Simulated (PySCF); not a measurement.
The calculation's input:

```
{"job": {"kind": "uv", "xc": "CAM-B3LYP", "basis": "def2-SVPD", "nstates": 8, "ntriplets": 3}, "charge": 0, "multiplicity": 1}
C     -1.539308     1.322998    -0.004067
C     -1.270631     0.022926    -0.011754
C     -2.348877    -1.009388     0.091761
Si     0.479844    -0.646832    -0.153431
O      1.534954     0.480843    -0.702711
C      2.610272     0.760319     0.076403
C      2.743331     0.166192     1.254102
S      1.498525    -0.968592     1.733428
H     -0.762706     2.065207    -0.085058
H     -2.549244     1.695873     0.077768
H     -3.331126    -0.548137     0.162002
H     -2.325539    -1.660150    -0.780659
H     -2.186358    -1.631633     0.970207
H      0.597555    -1.849350    -0.974102
H      3.294325     1.480340    -0.341571
H      3.547386     0.328328     1.943756
```

Run with:

```sh
OMP_NUM_THREADS=1 python probes_run.py task.json out
```

Geometry: GFN2-xTB.

These are results of CAM-B3LYP/def2-SVPD, SCF density, gas phase (PySCF), not measurements.

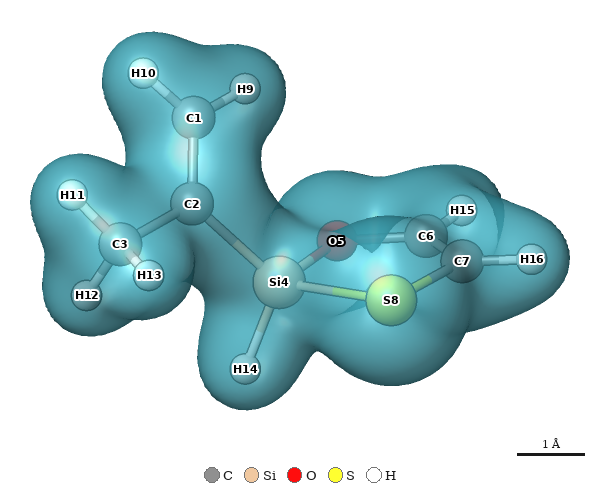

C₅H₈OSSi. Isosurface of the total electron density at 0.2 e/Å³ (cyan), seen at a tilt.

**Which contacts does the surface bridge?**

At this value the surface is in one piece. It bridges the sampled C–C (1.33 Å), C–O (1.36 Å), Si–O (1.64 Å) and C–S (1.75 Å) contacts, where the density stays above the isovalue. On the grid the lowest density along these lines, outside the cores, is 2.4 e/Å³ (C–C, 1.33 Å), 1.9 e/Å³ (C–O, 1.36 Å), 0.97 e/Å³ (Si–O, 1.64 Å) and 1.4 e/Å³ (C–S, 1.75 Å).
